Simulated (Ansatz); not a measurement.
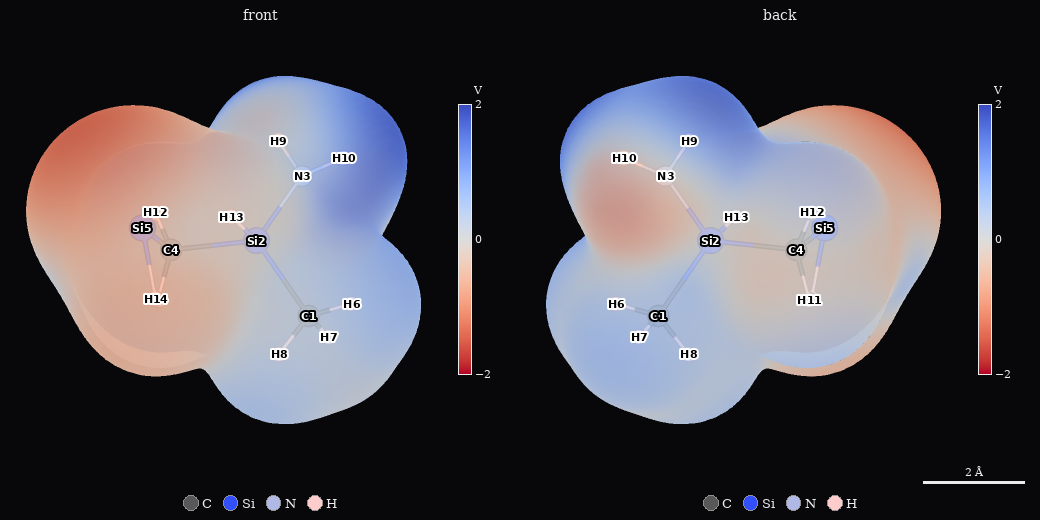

The picture shows: C₂H₉NSi₂. The electrostatic potential painted on the density surface at 0.001 e/bohr³, seen from the front and from behind; the colour scale runs from red (negative) to blue (positive).

Method: RKS CAM-B3LYP-D4/6-31G* in Ansatz.

Input file:

```
crystal:
  periodic: [false, false, false]
  atoms:
    - { symbol: C, position_ang: [-1.2121, 1.1728, 0.3187] }
    - { symbol: Si, position_ang: [-0.3393, -0.3166, 0.7868] }
    - { symbol: "N", position_ang: [1.0476, 0.0561, 1.6529] }
    - { symbol: C, position_ang: [0.0338, -1.564, -0.3913] }
    - { symbol: Si, position_ang: [0.7164, -0.8142, -1.7981] }
    - { symbol: H, position_ang: [-0.6281, 1.9352, -0.2471] }
    - { symbol: H, position_ang: [-1.6066, 1.7423, 1.1976] }
    - { symbol: H, position_ang: [-2.0858, 0.9946, -0.3276] }
    - { symbol: H, position_ang: [1.7925, 0.452, 1.0826] }
    - { symbol: H, position_ang: [0.8996, 0.7817, 2.3791] }
    - { symbol: H, position_ang: [-0.9635, -2.1098, -0.6435] }
    - { symbol: H, position_ang: [0.5858, -2.3825, 0.0343] }
    - { symbol: H, position_ang: [1.9613, -0.1061, -1.5233] }
    - { symbol: H, position_ang: [-0.2144, 0.1293, -2.4924] }
basis:
  gaussian: { orbitals: "6-31G*" }
hamiltonian:
  xc: cam_b3lyp
  dispersion: d4
relax:
  f_tol: 0.02
  max_steps: 50
output:
  orbitals: {}
```

Command:

```sh
ansatz run input.yaml --threads 2 --pin off --max-ram 3072MiB --backend cpu --events-out ev --progress --plain --runs-dir out
```

The fields are those of the relaxed geometry.

Where is the surface potential most negative and most positive?

The most negative region (about −1.4 V) lies over Si5, the most positive (about +1.7 V) over H9 and H10.
